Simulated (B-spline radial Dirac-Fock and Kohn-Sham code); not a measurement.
# An X-ray data sheet for Sm²⁷⁺, step by step

What does theory give for Sm²⁷⁺? The session works out its X-ray form factor and Compton profile, the binding energy of each subshell and how cheaper methods do for the levels.

Program: B-spline radial Dirac-Fock and Kohn-Sham code, version 2. Model: a free atom or ion on a radial basis; each step names its model. All values are calculated, but those marked as tabulated.

### Step 1. What is computed

Sm²⁷⁺, configuration [Ar] 3d10 4s2 4p5.

```
nuclear charge     : 62
electrons          : 35
mass number        : 152
nuclear rms radius : 5.0819 fm
```

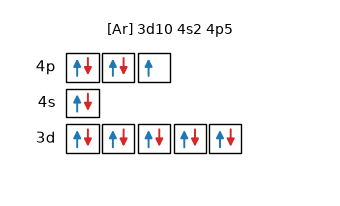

The shells outside the core; arrows follow Hund's rule for the drawing alone (heavy ions are jj-coupled), while the calculation averages over the configuration.

### Step 2. Scattering by the electron cloud

Model: Dirac-Fock average of configuration, finite nucleus; form factor of the spherical density, Waller-Hartree incoherent function, impulse-approximation Compton profiles.

The run's settings:

```ini
task = scatter
Z = 62
charge = 27
configuration = 1s2 2s2 2p6 3s2 3p6 3d10 4s2 4p5
mass_number = 152
rms_radius = 5.0819  # fm
s = [0.0, 0.08, 0.1, 0.12, 0.14, 0.17, 0.21, 0.25, 0.3, 0.36, 0.43, 0.52, 0.62, 0.75, 0.9, 1.09, 1.3, 1.57, 1.89, 2.27, 2.72, 3.28, 3.94]  # 1/A
pz = [0, 0.1, 0.14, 0.2, 0.28, 0.4, 0.57, 0.81, 1.1, 1.6, 2.3, 3.3, 4.6, 6.6, 9.3, 13.0, 19.0, 27.0, 38.0, 53.0, 76.0]  # a.u.
photon_energy = [1000, 5000, 8047.8, 17479.3, 30000, 50000, 200000, 1000000]  # eV
```

### Step 3. Core and valence levels

Model: Dirac-Fock average of configuration, Delta-SCF, finite nucleus, first-order Breit with its frequency dependence, self-energy and vacuum polarisation.

The run's settings:

```ini
task = binding
```

### Step 4. The levels by Dirac LDA

Model: Dirac-Kohn-Sham LDA (Slater exchange, VWN correlation), finite nucleus, spherical and without spin polarisation.

The run's settings:

```ini
task = binding-ladder
method = lda,vwn
relativity = dirac
```

### Step 5. non-relativistic HF, for comparison

Model: non-relativistic Hartree-Fock, average of configuration, point nucleus.

The run's settings:

```ini
task = binding-ladder
method = hf
relativity = nr
```

(Steps that only read results are left out.)

Before running it: what results should come out? Wanted: rms radius of the electron cloud; form factor halves at; Compton profile at zero; deepest level listed, K; least bound, N2,3; Dirac LDA, K: eigenvalue / ΔSCF; non-relativistic HF, 1s: eigenvalue / ΔSCF.

The runs gave:

| quantity | value |
| --- | --- |
| rms radius of the electron cloud | 0.318 bohr |
| form factor halves at | 1.2 1/Å |
| Compton profile at zero | 2.187 1/a.u. |
| deepest level listed, K (1s) | 47777.3 eV |
| least bound, N2,3 (4p) | 1029.3 eV |
| ionisation energy, NIST (theoretical) | 1016.00 eV |
| Dirac LDA, K: eigenvalue / ΔSCF | 47498.4 / 47959.4 eV |
| non-relativistic HF, 1s: eigenvalue / ΔSCF | 45414.7 / 45365.9 eV |

**Reading.** The form factor starts at the 35 electrons and halves by s = 1.2 1/Å. Incoherent scattering outweighs coherent from 200 keV on, among the energies asked. The K (1s) level lies 54.4 eV under Koopmans' value by relaxation alone; Breit gives -128.77 and QED -66.11 eV. NIST's ionisation energy differs by -13.26 eV from the least binding energy; the calculation averages open shells over their j components and terms. Dirac LDA misses the K level by -0.6 % with its eigenvalue and by +0.4 % with ΔSCF. Breit and QED terms, which only the reference holds, shift this level by tenths of a per cent, so the eigenvalue's nearness can be cancellation. Non-relativistic HF misses the 1s level by -4.9 % with its eigenvalue and by -5.0 % with ΔSCF, as relativity is missing. The Hartree-Fock and Dirac-Fock values hold no electron correlation.
